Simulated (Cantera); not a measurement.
Input: 1 mol CHF3, 1 mol HCl, 9.2 mol H2, equilibrated at 353 Torr.

These are equilibrium values from Cantera (NASA tables, ideal gas, pure condensed phases), not measurements of a reactor. Candidate condensed phases: C, C6H6, C7H8, C8H18; 118 gas species. The numbers say what is thermodynamically allowed, not how fast it happens.

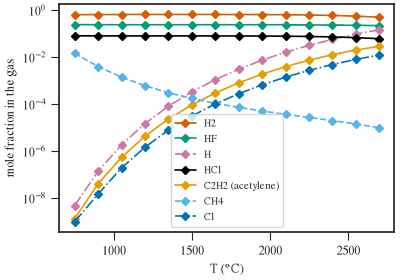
Fig. 1. Equilibrium gas composition (values under 1e-9 drawn at 1e-9)

From 750 °C to 2700 °C the condensed part is C(graphite). The main C-bearing gas is CH4 at 750 °C and C2H2 (acetylene) at 2700 °C. The share of C in condensed phases is highest at 1350 °C (99.6 %) and lowest at 2700 °C (10.4 %).
